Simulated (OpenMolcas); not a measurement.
**Single-point calculation, with input and output: NiBr₄ (charge −2) (part 2 of 2)**

NiBr₄, charge −2; NEVPT2/ANO-RCC-VDZ, DKH2 (OpenMolcas 26.06). The geometry is that of the parent species in another charge or spin state. The geometry comes from this level: GFN2-xTB.

Geometry of the input (Å):
```
Ni 0.0000  0.0000  0.0000
Br 0.0000  0.0000  2.3786
Br 2.2553  0.0000  -0.7935
Br -1.1252  1.9341  -0.8052
Br -1.1768  -2.0535  -0.8209
```

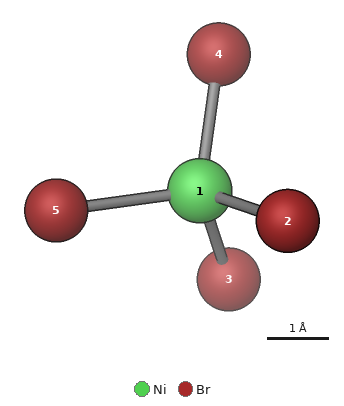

The structure as given in the input (ball-and-stick view, seen at a tilt; atoms are numbered from 1 in the order of the input). Sticks mark near contacts.

What the program printed, continued:
```
       43   1    7    1  -936.54775275   -4.67E-09  -6.22E-05   42  82 1 -2.13E-05   0.63   2.50    QN   YES    0:00:00

      ************************************************************************************************************************
                                                      Wave function printout:
                       occupation of active orbitals, and spin coupling of open shells (u,d: Spin up or down)
      ************************************************************************************************************************

      Note: transformation to natural orbitals
      has been made, which may change the order of the CSFs.

      printout of CI-coefficients larger than  0.05 for root  1
      energy=  -11936.547753
      conf/sym  11111     Coeff  Weight
             1  22220   0.55503 0.30805
             4  22202   0.08293 0.00688
             6  22022   0.38269 0.14645
            13  20222  -0.57163 0.32676
            15  02222  -0.46029 0.21186

      Natural orbitals and occupation numbers for root  1
      sym 1:   1.576275   1.346487   1.707101   1.986245   1.383892

      ************************************************************************************************************************
      *                                                    Final results                                                     *
      ************************************************************************************************************************

++    Final optimization conditions:
      ------------------------------

      Average CI energy                          -11936.54775275
      RASSCF energy for state  1                 -11936.54775275
      Super-CI energy                                -0.00000000
      RASSCF energy change                           -0.00000000
      Max change in MO coefficients              -7.422E-05
      Max non-diagonal density matrix element    -6.224E-05
      Maximum BLB matrix element                 -2.133E-05
      (orbital pair  42,  82 in symmetry   1)
      Norm of electronic gradient            7.353E-05
--

      Final state energy(ies):
      ------------------------

::    RASSCF root number  1 Total energy: -11936.54775275
      Von Neumann Entropy (Root   1) =  1.22749

      Mulliken population analysis for root number:  1
      -----------------------------------------------

++    Molecular charges:
      ------------------

      Mulliken charges per centre
      ---------------------------

                NI1     BR2     BR3     BR4     BR5
      Total   27.3709 35.6424 35.6453 35.6387 35.7028

      N-E      0.6291 -0.6424 -0.6453 -0.6387 -0.7028

      Total electronic charge=  170.000000

      Total            charge=   -2.000000
--

      Expectation values of various properties for root number:  1
      -----------------------------------------------------------

++    Molecular properties:
      ---------------------

      Charge (e):
                      =   -2.0000
      Dipole Moment (debye):
      Origin of the operator (angstrom)=   -0.0099   -0.0252   -0.0087
                   X=  1.9847E-01               Y=  4.5262E-01               Z=  1.1558E-01           Total=  5.0756E-01
      Center of Charge (angstrom)
                     X=   -0.02313033               Y=   -0.05342431               Z=   -0.01419524
      Quadrupole Moment (debye*angstrom):
      Origin of the operator (angstrom)=   -0.0099   -0.0252   -0.0087
                  XX= -1.2519E+02              XY= -1.2018E+00              XZ= -4.3854E-01              YY= -1.2629E+02
                  YZ= -7.7624E-01              ZZ= -1.2476E+02
      In traceless form (debye*angstrom)
                  XX=  3.3714E-01              XY= -1.8027E+00              XZ= -6.5781E-01              YY= -1.3189E+00
                  YZ= -1.1644E+00              ZZ=  9.8180E-01
--

      LoProp population analysis for root number:  1
      -----------------------------------------------

++    LoProp analysis:
      ----------------

++    Static properties:
      ------------------

      LoProp Charges per center

                   NI1      BR2      BR3      BR4      BR5
      Nuclear     28.0000  35.0000  35.0000  35.0000  35.0000
      Electronic -26.7117 -35.8173 -35.8173 -35.8151 -35.8385

      Total        1.2883  -0.8173  -0.8173  -0.8151  -0.8385
--

      Natural Bond Order analysis for root number:  1

++    Natural Bond Order analysis
      ---------------------------
      Based on LoProp computed density
      -------------------------------------------------------------------------------------
      Atom A       Atom B       Bond Order
      -------------------------------------------------------------------------------------
      NBO located      0.997 non-bonded electrons on atom NI1
      NBO located      0.998 non-bonded electrons on atom NI1
      NBO located      0.997 non-bonded electrons on atom NI1
      NBO located      0.998 non-bonded electrons on atom NI1
      NBO located      1.000 non-bonded electrons on atom NI1
      NBO located      1.000 non-bonded electrons on atom NI1
      NBO located      1.000 non-bonded electrons on atom NI1
      NBO located      1.000 non-bonded electrons on atom NI1
      NBO located      1.000 non-bonded electrons on atom NI1
      NBO located      1.008 non-bonded electrons on atom BR2
      NBO located      0.992 non-bonded electrons on atom BR2
      NBO located      0.993 non-bonded electrons on atom BR2
      NBO located      1.000 non-bonded electrons on atom BR2
      NBO located      1.000 non-bonded electrons on atom BR2
      NBO located      1.000 non-bonded electrons on atom BR2
      NBO located      1.000 non-bonded electrons on atom BR2
      NBO located      1.000 non-bonded electrons on atom BR2
      NBO located      1.000 non-bonded electrons on atom BR2
      NBO located      1.000 non-bonded electrons on atom BR2
      NBO located      1.000 non-bonded electrons on atom BR2
      NBO located      1.000 non-bonded electrons on atom BR2
      NBO located      1.000 non-bonded electrons on atom BR2
      NBO located      1.000 non-bonded electrons on atom BR2
      NBO located      1.000 non-bonded electrons on atom BR2
      NBO located      1.000 non-bonded electrons on atom BR2
      NBO located      1.015 non-bonded electrons on atom BR3
      NBO located      0.993 non-bonded electrons on atom BR3
      NBO located      1.006 non-bonded electrons on atom BR3
      NBO located      1.000 non-bonded electrons on atom BR3
      NBO located      1.000 non-bonded electrons on atom BR3
      NBO located      1.000 non-bonded electrons on atom BR3
      NBO located      1.000 non-bonded electrons on atom BR3
      NBO located      1.000 non-bonded electrons on atom BR3
      NBO located      1.000 non-bonded electrons on atom BR3
      NBO located      1.000 non-bonded electrons on atom BR3
      NBO located      1.000 non-bonded electrons on atom BR3
      NBO located      1.000 non-bonded electrons on atom BR3
      NBO located      1.000 non-bonded electrons on atom BR3
      NBO located      1.000 non-bonded electrons on atom BR3
      NBO located      1.000 non-bonded electrons on atom BR3
      NBO located      1.000 non-bonded electrons on atom BR3
      NBO located      1.014 non-bonded electrons on atom BR4
      NBO located      1.006 non-bonded electrons on atom BR4
      NBO located      1.000 non-bonded electrons on atom BR4
      NBO located      1.000 non-bonded electrons on atom BR4
      NBO located      1.000 non-bonded electrons on atom BR4
      NBO located      1.000 non-bonded electrons on atom BR4
      NBO located      1.000 non-bonded electrons on atom BR4
      NBO located      1.000 non-bonded electrons on atom BR4
      NBO located      1.000 non-bonded electrons on atom BR4
      NBO located      1.000 non-bonded electrons on atom BR4
      NBO located      1.000 non-bonded electrons on atom BR4
      NBO located      1.000 non-bonded electrons on atom BR4
      NBO located      1.000 non-bonded electrons on atom BR4
      NBO located      1.000 non-bonded electrons on atom BR4
      NBO located      1.000 non-bonded electrons on atom BR4
      NBO located      1.014 non-bonded electrons on atom BR5
      NBO located      1.005 non-bonded electrons on atom BR5
      NBO located      1.000 non-bonded electrons on atom BR5
      NBO located      1.000 non-bonded electrons on atom BR5
      NBO located      1.000 non-bonded electrons on atom BR5
      NBO located      1.000 non-bonded electrons on atom BR5
      NBO located      1.000 non-bonded electrons on atom BR5
      NBO located      1.000 non-bonded electrons on atom BR5
      NBO located      1.000 non-bonded electrons on atom BR5
      NBO located      1.000 non-bonded electrons on atom BR5
      NBO located      1.000 non-bonded electrons on atom BR5
      NBO located      1.000 non-bonded electrons on atom BR5
      NBO located      1.000 non-bonded electrons on atom BR5
      NBO located      1.000 non-bonded electrons on atom BR5
      NBO located      1.000 non-bonded electrons on atom BR5
      The remaining   14.437 electrons are to be considered as diffuse
--

--

      Average orbitals are written to the RASORB file
      Natural orbitals for root   1 are written to the RASORB.1 file
      Spin density orbitals for root   1 are written to the SPDORB.1 file

--- Stop Module: rasscf /rc=_RC_ALL_IS_WELL_ ---
--- Module rasscf spent 30 seconds ---

--- Start Module: caspt2 ---

                                              &CASPT2

                       available to each process: 1.9 GB of memory, 1 thread

++    Wave function specifications:
      -----------------------------

      Number of closed shell electrons          38
      Number of electrons in active shells       8
      Max number of holes in RAS1 space          0
      Max number of electrons in RAS3 space      0
      Number of inactive orbitals               19
      Number of active orbitals                  5
      Number of secondary orbitals              29
      Spin quantum number                      0.0
      State symmetry                             1
      Number of CSFs                            15
      Number of CASSCF root(s) available         1
      NEVPT2 state passed to geometry opt.       1
      A file JOBMIX will be created
      This is a CASSCF or RASSCF reference function
--

++    Orbital specifications:
      -----------------------

      Symmetry species                           1
                                                 a
      Frozen orbitals                           62
      Inactive orbitals                         19
      Active orbitals                            5
      Secondary orbitals                        29
      Deleted orbitals                           0
      Number of basis functions                115
--

++    NEVPT2 specifications:
      ----------------------

      Type of calculation                        SS-NEVPT2
      Internal contraction for energies          partially and strongly contracted
                                                 (PC-NEVPT2 and SC-NEVPT2)
      Denominator threshold for SC-NEVPT2        1.00E-09
      Fock operator                              state-specific
      0th-order Hamiltonian                      DYALL
      IPEA shift                                 0.00
      Real shift                                 0.00
      Imaginary shift                            0.00
      The input orbitals will be transformed to quasi-canonical
--

--------------------------------------------------------------------------------
 Estimated memory requirements:
  POLY3 :                   251030
  RHS:                      426536
  SIGMA :                   415300
  PRPCTL:                        0
 Available workspace:    232487464

++ NEVPT2 computation for group   1

********************************************************************************
 Multi-State initialization phase begins for group   1
--------------------------------------------------------------------------------
********************************************************************************
 Compute H0 matrices for state    1
--------------------------------------------------------------------------------
--------------------------------------------------------------------------------
 H0 matrices have been computed.

********************************************************************************
  NEVPT2 EQUATION SOLUTION
--------------------------------------------------------------------------------

  Total nr of NEVPT2 parameters:
   Before reduction:      333011
   After  reduction:      310558

 Variance of |WF0>:       1.0708415301
-----------------------------------------------------------------------------------------------------------------------------

  FINAL PC-NEVPT2 RESULT:

      Reference energy:      -11936.5477527502
      E2 (Non-variational):      -0.2922433408
      E2 (Variational):          -0.2922433408
      Total energy:          -11936.8399960911
      Residual norm:              0.0000000000
      Reference weight:           0.90359

      Contributions to the PC-NEVPT2 correlation energy
      Active & Virtual Only:         -0.1196196587
      One Inactive Excited:          -0.0302047345
      Two Inactive Excited:          -0.1424189476

  FINAL SC-NEVPT2 RESULT:

      Reference energy:      -11936.5477527502
      E2 (Non-variational):      -0.2922194809
      E2 (Variational):          -0.2922194809
      Total energy:          -11936.8399722311
      Residual norm:              0.0000000000
      Reference weight:           0.90363

      Contributions to the SC-NEVPT2 correlation energy
      Active & Virtual only:         -0.1196104403
      One Inactive Excited:          -0.0301900728
      Two Inactive Excited:          -0.1424189679

   (Skip denominator check etc. with SC-NEVPT2 wavefunction)

   (Skipping property calculation,
    use PROP keyword to activate)
--

  Total SC-NEVPT2 energies:
::    SC-NEVPT2 Root  1     Total energy: -11936.83997223

  A NEW JOBIPH FILE NAMED 'JOBMIX' IS PREPARED.
********************************************************************************
--- Stop Module: caspt2 /rc=_RC_ALL_IS_WELL_ ---
--- Module caspt2 spent 2 seconds ---

.##################.
.# Happy landing! #.
.##################.

    Timing: Wall=44.66 User=42.84 System=1.60
```

Results in brief:

- outcome: converged
- total energy: −11936.839972 hartree
- basis functions: 115
- wall time: 45 s
- peak memory: 0.26 GiB

Remarks:

The run takes a singlet; with an open-shell metal another spin state may lie lower.
